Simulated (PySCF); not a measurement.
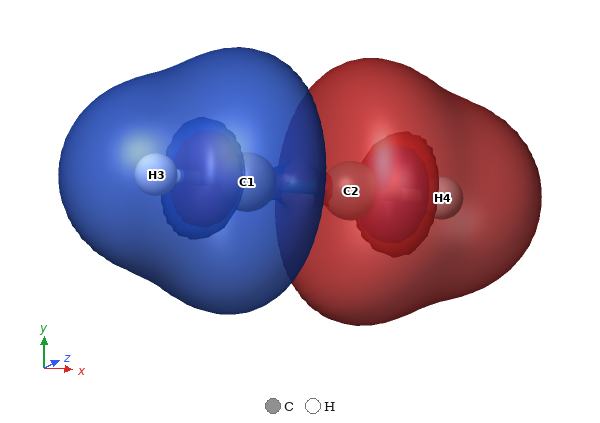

Figure 1: C₂H₂, SMILES `C#C`. Change of the electron density in a uniform field of 0.51 V/Å, surfaces at ±0.002 e/Å³ (red: gain, blue: loss).

Computed with PySCF, B3LYP/6-31+G*, geometry: GFN2-xTB. No frequency check shows the geometry to be a minimum. The basis has diffuse s and p functions alone, which still leaves polarisabilities too small, most of all across bonds.

Geometry (Å), atoms numbered from 1:

```
C1      -0.5969    0.0000    0.0000
C2       0.5969   -0.0000    0.0000
H3      -1.6466   -0.0000    0.0000
H4       1.6466    0.0000    0.0000
```

The field was applied in both directions; the picture shows the one opposite to the script's first.

**Along which Cartesian direction does the field point?**

Along −x: electrons gather on the +x side, against the field.

**What dipole is induced, and what polarisability does it imply?**

The induced dipole is 0.77 D (along the field); α along this axis, from the fields in both directions, is 30 bohr³ (4.5 Å³).
